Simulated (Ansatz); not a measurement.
**A failed many-body run on WS2 (Tungstenite)**

A first try at the G0W0 gap of WS2 (Tungstenite), what the program said, and an input that works.

Main program and level: Ansatz 0.2.0; G0W0 on PBE, plane waves, PAW.

**1. Starting point**

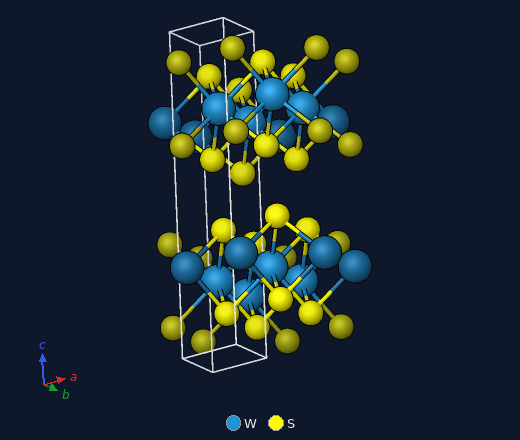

The starting structure, seen from a free direction (tungsten blue, sulfur yellow). 2×2×1 cells are drawn. Some periodic images of atoms are drawn too.

The cell and positions come from the Crystallography Open Database and are kept as given unless a step says otherwise. Spin-orbit coupling is left out unless a step names it. The default PAW set here is soft_2. Its files were made with PBE.

**2. First try**

Contents of input.yaml:

```yaml
crystal:
  lattice:
    - [3.1532, 0.0, 0.0]
    - [-1.5766, 2.7307513032, 0.0]
    - [0.0, 0.0, 12.323]
  atoms:
    - { symbol: W, position: [0.3333333333, 0.6666666667, 0.25] }
    - { symbol: W, position: [0.6666666667, 0.3333333333, 0.75] }
    - { symbol: S, position: [0.3333333333, 0.6666666667, 0.6225] }
    - { symbol: S, position: [0.6666666667, 0.3333333333, 0.1225] }
    - { symbol: S, position: [0.3333333333, 0.6666666667, 0.8775] }
    - { symbol: S, position: [0.6666666667, 0.3333333333, 0.3775] }
kpoints:
  mp_grid: { grid: [6, 6, 2] }
hamiltonian:
  xc: pbe
scf:
  occupations: { method: fixed }
gw:
  n_empty_bands: 4
  ecut_chi: 40
  qp_bands: [v2, c2]
  qp_kpoints: band_edges
  screening: { model: contour_deformation }
```

Launch:

```
$ ansatz run input.yaml --threads 2 --pin off --max-ram 92160MiB --backend cuda --events-out ev --progress --plain --runs-dir out --devices 1 --max-vram 13GiB  # rebuilt from the run's record
```

Numbers of over 12 decimals in the logs are rounded to 6 here.

Log:

```text
GPUs: using 1 of 1 available (devices: 1).
Engine: ansatz 0.2.0, x86_64-unknown-linux-gnu
Pseudopotentials: kind: paw
Pseudopotential: W, paw, valence charge 14, recommended cutoff 420 eV (normal), W.paw.azcp
Pseudopotential: S, paw, valence charge 6, recommended cutoff 420 eV (normal), S.paw.azcp
Functional definition: PBE
  parameter kappa = 0.804
  parameter beta = 0.066725
  exchange = pbe_x(kappa = kappa, mu = beta*pi^2/3)
  correlation = pbe_c(beta = beta)
device memory: the entry about to start is reckoned to put 1.1 GiB on a device that reports 61.3 GiB free (of which the cap on the GPU budget leaves the run 13.0 GiB)
GPU FFT provider: cuFFT
GPU libraries: cuBLAS 13.8.2, cuFFT 12.4.0, cuSOLVER 12.3.4
Crystal: 6 atoms, lattice volume = 106.108 Å³
Basis set: ecut = 420 eV, 2057 PW (Γ)
Bands: 32, of which v1, the nominal top of the filled ones, is band 26 counted from 1 (25 counted from 0)
Symmetry: 24 space group operations
Space group: P63/mmc (ITA 194), of the structure as read, at distance tolerance 4.7e-5 Å
k-points: 14 of 72
Non-local potential: W, projectors of the file, l = 0: 3, l = 1: 2, l = 2: 2, l = 3: 1
Non-local potential: S, projectors of the file, l = 0: 2, l = 1: 2, l = 2: 2
PAW form: soft (Blöchl's): semilocal exchange-correlation on the pseudo side does not see the compensation charge
PAW one-centre angular grid: W, 590 points (default); XC on 64 Gauss nodes
PAW one-centre angular grid: S, 110 points (default); XC on 64 Gauss nodes
Initial density: superposition of atomic densities (neutral atoms: chi_scale 0, normalization atom), corrected by the library's trained network
Initial wavefunctions: pseudopotential atomic-orbital guess
GPU buffer pool allocated for 51840 grid points (all kernels)
GPU transforms: local potential and band sums: pruned to the plane-wave sphere, on 24×24×90
Functional: x = pbe(κ = 0.804, μ = 0.219515), c = pbe(β = 0.066725)
SCF iter   1: F=—  HF=-24382.730793 eV  |F-HF|=—  |Δ(HF+E_count)|=         —  Δρ=5.24e-3  dr2=1.40e-2  ethr=1.77e-3  ⟨swp⟩=5.0  Hψ=1824  notcnv=0  defer=34
preconditioner: auto → Resta (q_TF=auto, 2.423 Å⁻¹)  ε∞=7.5  [insulator: Δε(μ)=0.973 eV  Ē_g=8.457 eV  n_scr=26 (ndim 8)  ℏωp=21.6 eV  f_vac=0.016  ε∞_Penn≈7.5]
SCF iter   2: F=—  HF=-24382.735470 eV  |F-HF|=—  |Δ(HF+E_count)|=   4.68e-3  Δρ=2.84e-3  dr2=2.39e-3  ethr=2.69e-5  ⟨swp⟩=2.1  Hψ=765  notcnv=0  defer=54
SCF iter   3: F=—  HF=-24382.739376 eV  |F-HF|=—  |Δ(HF+E_count)|=   3.91e-3  Δρ=1.10e-3  dr2=4.28e-4  ethr=4.59e-6  ⟨swp⟩=2.0  Hψ=668  notcnv=0  defer=54
SCF iter   4: F=—  HF=-24382.740069 eV  |F-HF|=—  |Δ(HF+E_count)|=   6.93e-4  Δρ=7.30e-5  dr2=8.85e-6  ethr=8.23e-7  ⟨swp⟩=2.0  Hψ=707  notcnv=0  defer=54
SCF iter   5: F=—  HF=-24382.740073 eV  |F-HF|=—  |Δ(HF+E_count)|=   3.94e-6  Δρ=1.93e-5  dr2=4.54e-7  ethr=1.70e-8  ⟨swp⟩=2.0  Hψ=653  notcnv=0  defer=7
SCF iter   6: F=-24382.740073 eV  HF=-24382.740073 eV  |F-HF|=3.11e-8  |Δ(HF+E_count)|=   2.32e-7  Δρ=5.46e-6  dr2=4.66e-8  ethr=1.92e-10  ⟨swp⟩=6.0  Hψ=1449  notcnv=0
SCF 1 converged in 6 iterations: F = -24382.740073 eV  dr2 = 4.66e-8
[...]
device memory: the entry about to start is reckoned to put 1.2 GiB (of the 1.3 GiB reckoned in all, the device holds 0.1 GiB already) on a device that reports 61.3 GiB free (of which the cap on the GPU budget leaves the run 12.9 GiB)
NSCF: frozen V_eff on 14 k-points, pencils in batches of 32, up to order 128
[...]
device memory: the entry about to start is reckoned to put 1.1 GiB on a device that reports 61.2 GiB free (of which the cap on the GPU budget leaves the run 13.0 GiB)
NSCF: frozen V_eff on 14 k-points
G₀W₀ screening: q 1/14
[... further progress lines ...]
SCF converged after 6 iterations
Free energy (F): -24382.740073 eV
Harris-Foulkes:  -24382.740073 eV  (|F-HF|=3.11e-8)
Internal energy: -24382.740073 eV  (E = F + TS)
E sigma→0 (E₀):  -24382.740073 eV
[...]
k-point 1: bands = [... 22 lower, 9.5557, 9.5557, 11.4543, 11.4543, 14.0758, 14.0758, 14.0758, 14.0758, ... 2 higher]
  k-point 2: bands = [... 22 lower, 9.4496, 10.3110, 10.5109, 10.9318, 13.3421, 13.7797, 13.9391, 14.0159, ... 2 higher]
  k-point 13: bands = [... 22 lower, 8.6637, 8.6637, 11.1204, 11.1204, 13.0734, 13.0734, 14.3557, 14.3557, ... 2 higher]
--- G₀W₀: contour deformation, 7 samples at zero and on the imaginary axis and 1 off it, 72 q-points, 4 empty bands' worth ---
  eigenvalues of the whole cell's RPA ε∞ on this k-mesh (on a slab, of 1 + 4πα/V) = 3.7659, 10.2688, 10.2688; static W/v taken at q = 0 is 0.098308
  gw.qp_kpoints: band_edges: 14 of 14 stored k-points solved, in 2 passes; an edge of the gap read off the rows below is read off those points alone
  `?` marks the rows in doubt; gw_qp.tsv's column doubts and the gw_qp event give each row's grounds
    ik  band        ε_KS         Σx   Σc(E_QP)       V_xc       Z   E_QP_lin       E_QP  E_QP is
     0    25     10.5463   -18.2760     2.2005   -16.9847  0.7211    11.4354    11.4554  root
     0    26     11.7724   -19.4998     1.8923   -18.8127  0.7489    12.9569    12.9776  root
     0    27     14.0831   -13.7635    -1.4988   -18.4151  0.8261    17.3203    17.2360  root
     0    28     14.0831   -13.7635    -1.4988   -18.4151  0.8261    17.3203    17.2360  root
     1    25     11.4543   -19.2051     2.0623   -18.2106  0.7470    12.5027    12.5221  root
     1    26     11.4543   -19.2051     2.0623   -18.2106  0.7470    12.5027    12.5221  root
     1    27     14.0758   -13.7199    -1.5450   -18.3391  0.8204    17.2093    17.1500  root
     1    28     14.0758   -13.7199    -1.5450   -18.3391  0.8204    17.2093    17.1500  root
     2    25     10.5109   -18.8641     2.2739   -17.5097  0.7214    11.4104    11.4304  root
     2    26     10.9318   -19.1836     2.1476   -18.0464  0.7363    11.9223    11.9423  root
     2    27     13.3421   -13.3133    -2.2771   -17.4887  0.7671    15.3800    15.2404  root ?
     2    28     13.7797   -14.0801    -2.3277   -18.3749  0.7583    15.9187    15.7468  root ?
     3    25     10.8665   -19.2205     2.2352   -17.9488  0.7358    11.8111    11.8302  root
     3    26     10.8665   -19.2205     2.2352   -17.9488  0.7358    11.8111    11.8302  root
     3    27     13.6277   -13.6594    -2.2147   -17.9950  0.7751    15.9297    15.7487  root ?
     3    28     13.6277   -13.6594    -2.2147   -17.9950  0.7751    15.9297    15.7487  root ?
     4    25      9.7324   -18.3868     2.5715   -16.6377  0.7085    10.5333    10.5548  root
     4    26     10.0217   -18.8727     2.5310   -17.2016  0.7164    10.8609    10.8815  root
     4    27     13.4348   -13.6720    -2.6126   -18.0903  0.7527    15.4405    15.2405  root ?
     4    28     13.6931   -15.3102    -2.7444   -19.9742  0.7381    15.7830    15.6128  root ?
[...]
5    27     13.7673   -15.3703    -2.7729   -20.0677  0.7369    15.8697    15.6917  root ?
     5    28     13.7673   -15.3703    -2.7729   -20.0677  0.7369    15.8697    15.6917  root ?
[...]
6    27     14.0980   -16.7293    -3.2377   -21.8792  0.7162    16.2229    16.0102  root ?
     6    28     14.1423   -16.7383    -3.2097   -21.9157  0.7174    16.3277    16.1100  root ?
[...]
7    27     14.1175   -16.7262    -3.2246   -21.8878  0.7169    16.2695    16.0544  root ?
     7    28     14.1175   -16.7262    -3.2246   -21.8878  0.7169    16.2695    16.0544  root ?
[...]
8    27     12.7498   -12.9892    -2.1687   -16.9238  0.7680    14.6517    14.5156  root ?
     8    28     13.6040   -14.1940    -2.4921   -18.6731  0.7548    15.7905    15.5910  root ?
[...]
11    26     10.5261   -18.9505     2.2722   -17.5930  0.7318    11.4222    11.4408  root
[...]
11    28     13.6964   -14.7310    -2.5287   -19.1515  0.7469    15.7494    15.5882  root ?
    12    25     11.0286   -18.6732     1.8877   -17.8364  0.7365    12.0602    12.0795  root
    12    26     11.2359   -19.1662     1.8125   -18.4487  0.7391    12.3117    12.3307  root
    12    27     13.0733   -15.7447    -2.3986   -19.9202  0.7391    15.0120    14.8502  root ?
    12    28     13.0733   -15.7447    -2.3986   -19.9202  0.7391    15.0120    14.8502  root ?
    13    25     11.1204   -18.8566     1.8473   -18.0821  0.7379    12.1740    12.1932  root
    13    26     11.1204   -18.8566     1.8473   -18.0821  0.7379    12.1740    12.1932  root
    13    27     13.0734   -15.7503    -2.3997   -19.9259  0.7390    15.0104    14.8493  root ?
    13    28     13.0734   -15.7503    -2.3997   -19.9259  0.7390    15.0104    14.8493  root ?
[key lines of the parts left out:]
Fermi energy:    11.772355 eV
```

Run time: 7 s. Hardware: 1 × NVIDIA H100 80GB HBM3 (shared by 6 runs) with 2 threads of AMD EPYC 7R13 (Zen 3), shared host; peak memory 1 GiB.

The column dr2 measures how far the density is from self-consistency, as an energy; F and HF (Harris–Foulkes) agree once it is small.

Q: What is the fault?

The run ended normally, though the input holds a fault or crude settings.

The fault: four empty bands in G0W0. The sums over empty states are cut off almost at the gap, so screening and correlation are far from complete.

It printed a gap of 1.54 eV, which is an artefact of the settings.

**3. A better input**

G0W0 replaces the xc potential by the self-energy, built once from these orbitals. Only a window of levels is corrected, while the sums run over the empty bands that the input names.

Changes to input.yaml since step 2:

```diff
@@ -19,4 +19,4 @@
 gw:
-  n_empty_bands: 4
-  ecut_chi: 40
+  n_empty_bands: 316
+  ecut_chi: 120
   qp_bands: [v2, c2]
```

Log:

```text
GPUs: using 1 of 1 available (devices: 1).
[...]
GPU FFT provider: cuFFT
GPU libraries: cuBLAS 13.8.2, cuFFT 12.4.0, cuSOLVER 12.3.4
Crystal: 6 atoms, lattice volume = 106.108 Å³
Basis set: ecut = 420 eV, 2057 PW (Γ)
Bands: 32, of which v1, the nominal top of the filled ones, is band 26 counted from 1 (25 counted from 0)
[... 1 set-up line as in the run before ...]
[...]
k-points: 14 of 72
[...]
GPU buffer pool allocated for 51840 grid points (all kernels)
[...]
SCF iter   1: F=—  HF=-24382.730793 eV  |F-HF|=—  |Δ(HF+E_count)|=         —  Δρ=5.24e-3  dr2=1.40e-2  ethr=1.77e-3  ⟨swp⟩=5.0  Hψ=1824  notcnv=0  defer=34
[...]
SCF iter   6: F=-24382.740073 eV  HF=-24382.740073 eV  |F-HF|=3.11e-8  |Δ(HF+E_count)|=   2.32e-7  Δρ=5.46e-6  dr2=4.66e-8  ethr=1.92e-10  ⟨swp⟩=6.0  Hψ=1449  notcnv=0
SCF 1 converged in 6 iterations: F = -24382.740073 eV  dr2 = 4.66e-8
[...]
0    25     10.5463   -18.2760     1.0484   -16.9847  0.7516    10.3023    10.3033  root
     0    26     11.7724   -19.4998     0.5300   -18.8127  0.7572    11.6151    11.6154  root
     0    27     14.0831   -13.7635    -4.2710   -18.4151  0.7581    14.4662    14.4638  root
     0    28     14.0831   -13.7635    -4.2710   -18.4151  0.7581    14.4662    14.4638  root
     1    25     11.4543   -19.2051     0.7940   -18.2106  0.7575    11.2533    11.2538  root
     1    26     11.4543   -19.2051     0.7940   -18.2106  0.7575    11.2533    11.2538  root
     1    27     14.0758   -13.7199    -4.2469   -18.3391  0.7575    14.4504    14.4481  root
     1    28     14.0758   -13.7199    -4.2469   -18.3391  0.7575    14.4504    14.4481  root
[...]
13    25     11.1204   -18.8566     0.5845   -18.0821  0.7601    10.9300    10.9304  root
    13    26     11.1204   -18.8566     0.5845   -18.0821  0.7601    10.9300    10.9304  root
    13    27     13.0734   -15.7503    -3.8683   -19.9259  0.7584    13.3820    13.3808  root
    13    28     13.0734   -15.7503    -3.8683   -19.9259  0.7584    13.3820    13.3808  root
[key lines of the parts left out:]
SCF converged after 6 iterations
Free energy (F): -24382.740073 eV
Fermi energy:    11.772355 eV
```

Run time: 17 s. Hardware: 1 × NVIDIA H100 80GB HBM3 (shared by 6 runs) with 2 threads; peak memory 1.5 GiB.

Numbers from this step:

| Item | Value |
| --- | --- |
| bands summed | 342 |
| RPA ε∞ on this mesh (eigenvalues) | 5.922, 13.98, 13.98 |
| plane waves in the screening matrix | 317 |
| q-points in the mesh | 72 |
| G0W0 gap on the mesh | 1.349 eV |
| k of the valence top | 0, 0, 0 |
| k of the conduction bottom | 0.1667, 0.1667, 0 |
| starting gap on the mesh | 0.9775 eV |
| Z at the valence top | 0.7572 |
| Z at the conduction bottom | 0.7683 |
| least direct G0W0 gap on the computed points | 2.318 eV |

The gap on the mesh goes from 0.98 eV to 1.35 eV, a correction of +0.37 eV. Between the two edge states, bare exchange in place of the xc potential would open the gap by 4.62 eV, and correlation takes back 4.25 eV.

**4. Summary of results**

```yaml
first_try: converged after 7 s
better_run: G0W0 gap on the mesh 1.35 eV (6×6×2 mesh, 316 empty bands, screening to 120 eV)
```

In words: The second run differs in: empty bands and screening cutoff (eV). Bands and cutoff are finite, so the gap is not at the basis limit. The miss can reach some tenths of an eV and take either sign; the mesh is an error of its own. The 6×6×2 mesh is coarse for this cell (its supercell is 19 Å along the shortest edge). The RPA ε∞ on it, from the PBE start, is 5.92 and 13.98; such meshes misread the long-range screening, most where the gap is narrow. The many-body steps are scalar-relativistic: spin-orbit coupling is not in them.

[Paths, hosts, dates, memory and timing lines, banners, echoed tables and standing remarks are left out of the program output.]

[Logs are printed without paths, hosts, clocks, repeated set-up lines and the standing remarks that a program may print on its own settings, such as how far it seeks lower states.]

[Runs of the session that timed out or met a known fault of the program may be left out.]

[Cells called generated may have been cut or substituted from an entry of the Crystallography Open Database or the Materials Project.]

[Hosts, paths, dates, database ids (printed as entryN), source tags and the programs' standing remarks are cut or masked in the printed files.]
